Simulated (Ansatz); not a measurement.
## Electronic structure of BH$_{3}$O···H$_{2}$ in real space

```xyz
7

B     0.2121    0.4203   -0.8895
O     1.1049   -0.5788   -0.6570
H    -0.7523    0.1332   -1.5475
H     0.4014    1.5300   -0.4523
H    -1.2039   -0.8873    1.6952
H    -1.6261   -0.3296    1.9740
H     1.8639   -0.2879   -0.1230
```

Level of theory: RKS PBE/def2-TZVP in Ansatz.

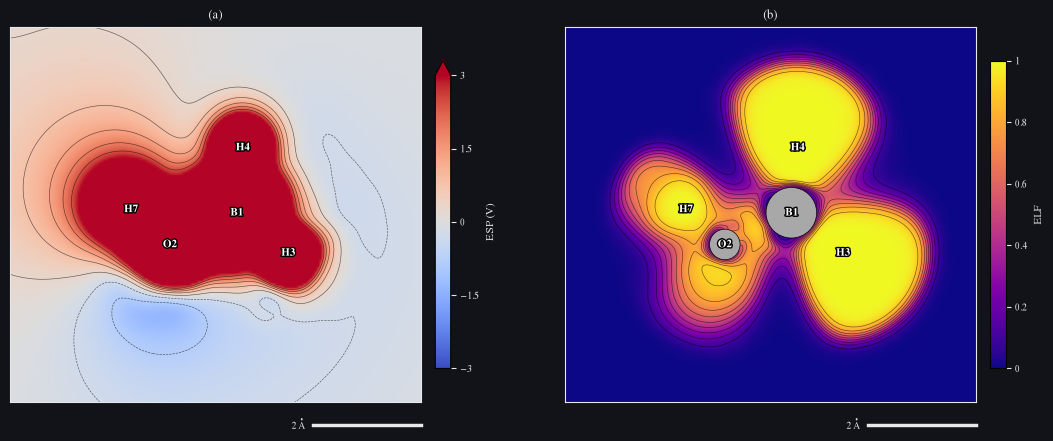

Figure 1. (a) molecular electrostatic potential; (b) electron localisation function on the plane of atoms O2, B1 and H3. Grey discs cover the atomic cores in the ELF map.

What does the map show?

- The plane passes through B, O and H nuclei.
- B–O (1.36 Å): the ELF peaks at about 0.90 between the atoms (a polar covalent bond).
- O–H (0.97 Å): the ELF climbs to about 1 towards the hydrogen, as it does in any bond to H (a covalent bond by its length).
- B–H (1.20 Å): the ELF climbs to about 1 towards the hydrogen (an ordinary covalent bond to hydrogen).
- The ELF also peaks beside O2, away from the bonds: lone-pair regions.
- Outside the dense part of the complex the potential is most negative (−1.4 V) near O2.

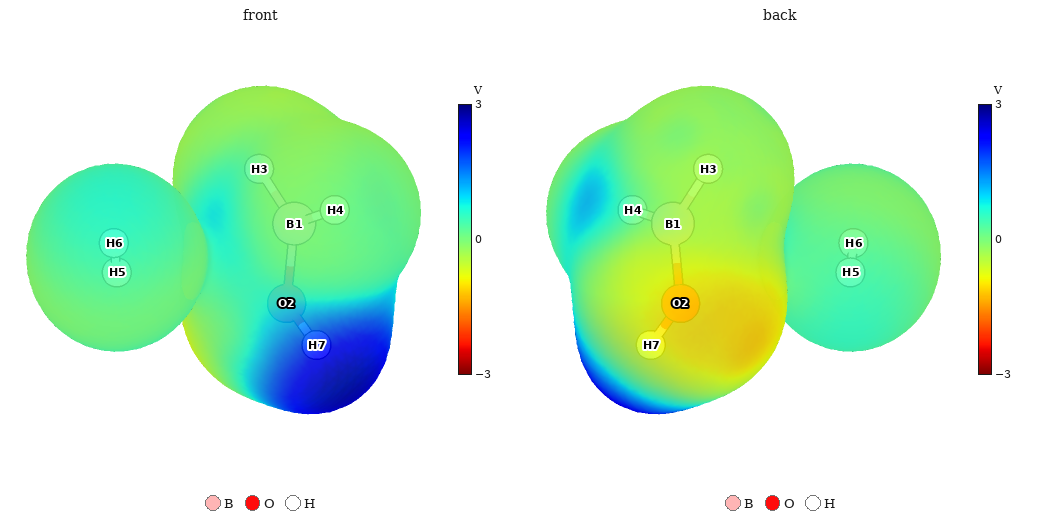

Figure 2. The electrostatic potential painted on the density surface at 0.002 e/bohr³, seen from the front and from behind; red is negative and blue positive.

Which sites attract a positive test charge, and which a negative one?

A positive charge is drawn to the negative regions and a negative charge to the positive ones. The most negative region (about −1.2 V) lies over O2, the most positive (about +2.8 V) over H7. O2 is the likeliest acceptor of a hydrogen bond.

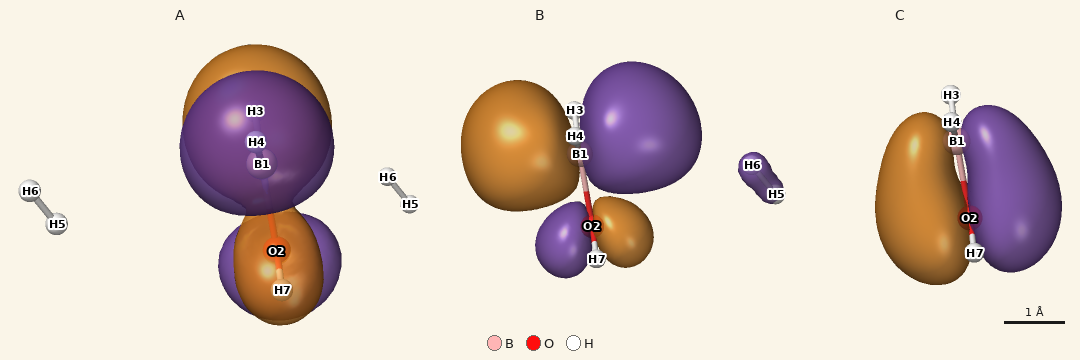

Figure 3. Three frontier orbitals at ±0.1 Å⁻³ᐟ² (orange and purple are the two phases), in no order.

Which picture is the HOMO−1, the HOMO and the LUMO?

C is the HOMO−1 (−9.00 eV). By Hirshfeld shares it lies mainly on O2 (about 75 %) and B1 (about 15 %); largely a lone pair of O2. A is the HOMO (−7.39 eV). Its weight (Hirshfeld) is mainly on B1 (about 30 %), O2 (about 25 %), H4 (about 25 %) and H3 (about 20 %). B is the LUMO (−1.44 eV). Its weight (Hirshfeld) is mainly on B1 (about 65 %), O2 (about 15 %), H4 (about 10 %) and H3 (about 10 %).

What is the HOMO–LUMO gap?

5.95 eV between the orbital energies.
